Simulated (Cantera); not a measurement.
A closed system holds: 1 mol Si(CH₃)₄, 0.037 mol C₃H₈, 33 mol H₂, held at 13.3 mbar.

These are equilibrium values from Cantera (NASA tables, ideal gas, pure condensed phases), not measurements of a reactor. Candidate condensed phases: C, C₆H₆, C₇H₈, C₈H₁₈, Si, SiC; 87 gas species. Gases not in the tables: Si₂H₆ and higher silanes. Equilibrium is a limit: real reactors are often held back by kinetics, nucleation or transport.

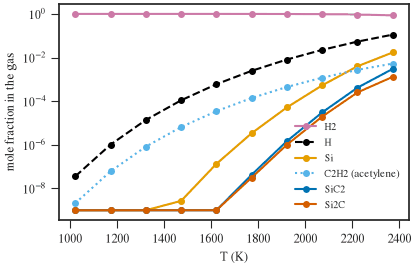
Fig. 1. Equilibrium gas composition (values under 1e-9 drawn at 1e-9)

Read off the mole fractions at 1923 K.

H₂ about 0.99, H about 0.0081, C₂H₂ (acetylene) about 0.00045, Si about 5.2e-5, SiC₂ about 1.5e-6, Si₂C about 1.0e-6.
